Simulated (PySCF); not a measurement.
# CH9ClO2Si3 (SMILES [SiH3]O[SiH2]OC[SiH2]Cl): what the fields show

```xyz
16

Si    2.4857    0.2292    0.9976
O     1.2787    0.0180   -0.0626
Si    0.6867   -0.0414   -1.5754
O    -0.8038   -0.6408   -1.5507
C    -1.9506   -0.2674   -0.8293
Si   -1.6596   -0.0636    1.0511
Cl   -3.5079    0.1061    1.8491
H     2.7485    1.6654    1.0946
H     1.9565   -0.3262    2.2411
H     3.6650   -0.4822    0.5075
H     0.7559    1.3302   -2.0742
H     1.3654   -1.0583   -2.3541
H    -2.6995   -1.0458   -1.0214
H    -2.3489    0.6628   -1.2566
H    -1.0301   -1.2512    1.6165
H    -0.9495    1.1739    1.3551
```

Geometry: GFN2-xTB.

Computed with PySCF 2.14.0, B3LYP/def2-SVPD, SCF density, gas phase.

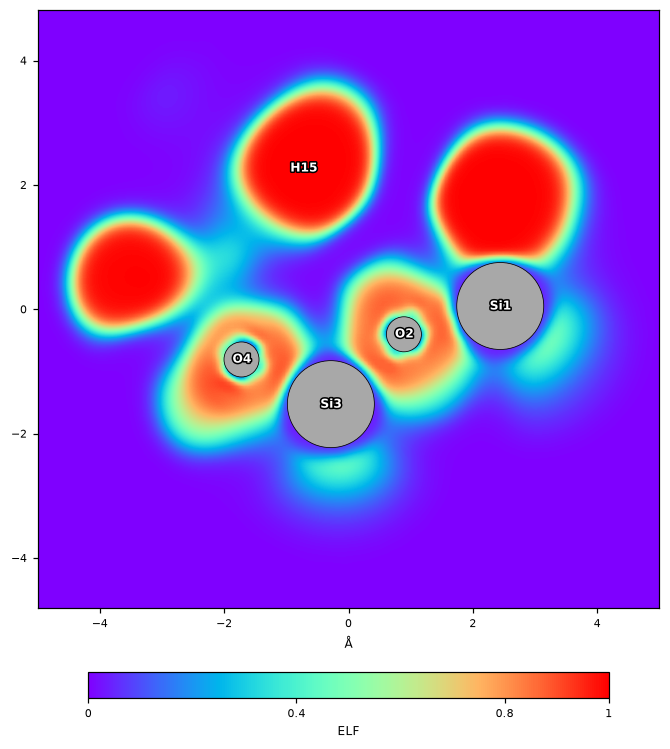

Figure 1. ELF on the plane of atoms O2, Si3 and O4. Grey discs cover the atomic cores.

Read the bonding off the picture.

Atoms in the plane: Si, O and H.
Si–O (1.61 Å): the ELF peaks at about 0.85 between the atoms (a polar covalent bond).
The ELF also peaks beside O4, away from the bonds: lone-pair regions.

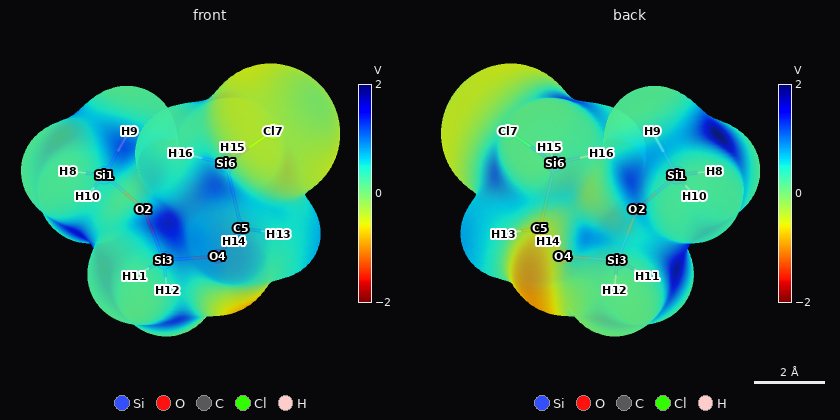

Figure 2. The molecular electrostatic potential painted on the density surface at 0.002 e/bohr³, seen from the front and from behind; the colour scale runs from red (negative) to blue (positive).

Where is the surface potential most negative and most positive?

The most negative region (about −1.0 V, or −23 kcal/mol for a unit charge) lies over O4, the most positive (about +1.8 V, or +42 kcal/mol for a unit charge) over Si1 and Si3.
